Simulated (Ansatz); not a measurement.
# BLYP/STO-3G run of SiO2 (silicon dioxide molecule)

What is the electronic atomisation energy of SiO2 (silicon dioxide molecule) at BLYP/STO-3G? 

The calculation is run with Ansatz 0.2.0.

35 further runs of the same task are left out: 5 that didn't finish, 30 set aside as unsound or not needed.

## Step 1: The structure to begin with

SiO2 has 3 atoms, charge 0, and is taken as a singlet. As SMILES, `O=[Si]=O`. The coordinates come from a PBE0-D4/def2-TZVP relaxation.

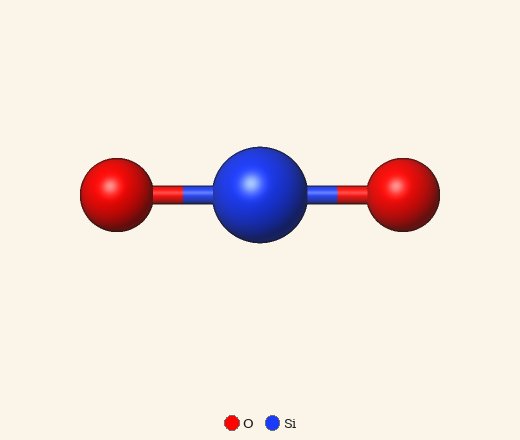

Viewed from a chosen angle; oxygen red, silicon blue.

## Step 2: The energy at BLYP/STO-3G

job.yaml

```yaml
crystal:
  periodic: [false, false, false]
  atoms:
    - {symbol: O, position_ang: [0.697730, 1.229600, 0.518760]}
    - {symbol: Si, position_ang: [-0.000010, 0.000000, -0.000000]}
    - {symbol: O, position_ang: [-0.697730, -1.229610, -0.518760]}
basis:
  gaussian:
    orbitals: STO-3G
hamiltonian:
  xc: {name: BLYP}
accuracy: high
```

The run is started by

```console
ansatz run job.yaml --threads 1 --pin off --max-ram 3480MiB --events-out events.jsonl --progress --plain --runs-dir runs
```

Output:

```text
Warning: RAYON_NUM_THREADS=1 ignored (pool sized by the plan → 1); use --threads N
Functional definition: BLYP
  name "BLYP"
  parameter beta = 0.0042
  parameter a = 0.04918
  parameter b = 0.132
  parameter c = 0.2533
  parameter d = 0.349
  exchange = b88_x(beta = beta)
  correlation = lyp_c(a = a, b = b, c = c, d = d)
325 factors; integrals over basis functions are off by at most 2.9e-8 eV
mean field evaluation 1: about -11810.3432 eV, gradient 4.8e1 eV
mean field evaluation 2: about -11779.1010 eV, gradient 9.3e1 eV
mean field evaluation 4: about -11819.1213 eV, gradient 2.5e0 eV
mean field evaluation 8: about -11819.1236 eV, gradient 9.7e-2 eV
mean field evaluation 16: about -11819.1236 eV, gradient 6.9e-7 eV
mean field -11819.12362071 eV, -434.3447817714 hartree, gradient 8.5e-9 eV, S^2 0.000000; 0 other end points of the search recorded, 0 dependent functions left out
reference -11819.12364725 eV, -434.3447827466 hartree; 15, 15 occupied and 4, 4 virtual orbitals, 325 factors
Total energy: -11819.12364725 eV, -434.3447827466 hartree
```

It took 0.68 s on 1 thread of Arm Neoverse V2, shared host.

## Step 3: The O atom

molecule.yaml

```yaml
crystal:
  periodic: [false, false, false]
  atoms:
    - {symbol: O, position_ang: [0.000000, 0.000000, 0.000000]}
basis:
  gaussian:
    orbitals: STO-3G
hamiltonian:
  xc: {name: BLYP}
accuracy: high
magnetization:
  spin_polarized: true
  initial_magnetization: 2
```

The run is started by

```console
ansatz run molecule.yaml --threads 1 --pin off --max-ram 3480MiB --events-out events.jsonl --progress --plain --runs-dir runs
```

Output:

```text
Warning: RAYON_NUM_THREADS=1 ignored (pool sized by the plan → 1); use --threads N
Functional definition: BLYP
  name "BLYP"
  parameter beta = 0.0042
  parameter a = 0.04918
  parameter b = 0.132
  parameter c = 0.2533
  parameter d = 0.349
  exchange = b88_x(beta = beta)
  correlation = lyp_c(a = a, b = b, c = c, d = d)
15 factors; integrals over basis functions are off by at most 1.1e-9 eV
mean field evaluation 1: about -2013.8357 eV, gradient 5.5e-12 eV
mean field evaluation 2: about -2013.8366 eV, gradient 1.1e-11 eV
mean field evaluation 4: about -2013.8348 eV, gradient 0.0e0 eV
mean field evaluation 8: about -2013.8361 eV, gradient 2.5e-2 eV
mean field evaluation 16: about -2013.7134 eV, gradient 1.5e1 eV
mean field -2013.83662410 eV, -74.0071309082 hartree, gradient 0.0e0 eV, S^2 2.000000; 6 other end points of the search recorded, 0 dependent functions left out
reference -2013.83663798 eV, -74.0071314183 hartree; 5, 3 occupied and 0, 2 virtual orbitals, 15 factors
Total energy: -2013.83663798 eV, -74.0071314183 hartree
```

Run time: 0.3 s. Hardware: 1 thread of Arm Neoverse V2, shared host.

## Step 4: The Si atom, same level

run.yaml

```yaml
crystal:
  periodic: [false, false, false]
  atoms:
    - {symbol: Si, position_ang: [0.000000, 0.000000, 0.000000]}
basis:
  gaussian: {orbitals: STO-3G}
magnetization: {spin_polarized: true, initial_magnetization: 2}
hamiltonian: {xc: {name: BLYP}}
accuracy: high
```

Run the same way, it converges to -285.90455 Eh (log not shown).

## Step 5: Results

Level: BLYP/STO-3G.

| quantity | value |
| --- | --- |
| molecule: total energy | -434.34478 Eh |
| O atom: total energy | -74.00713 Eh |
| O atom: ⟨S²⟩ | 2.000 |
| Si atom: total energy | -285.90455 Eh |
| Si atom: ⟨S²⟩ | 2.000 |
| electronic atomisation energy | 11.591 eV |

Taking the molecule apart into free atoms costs 11.59 eV (267 kcal/mol), before zero-point energy and without spin-orbit coupling. In a minimal basis such a difference can be off by several eV, whatever the method.
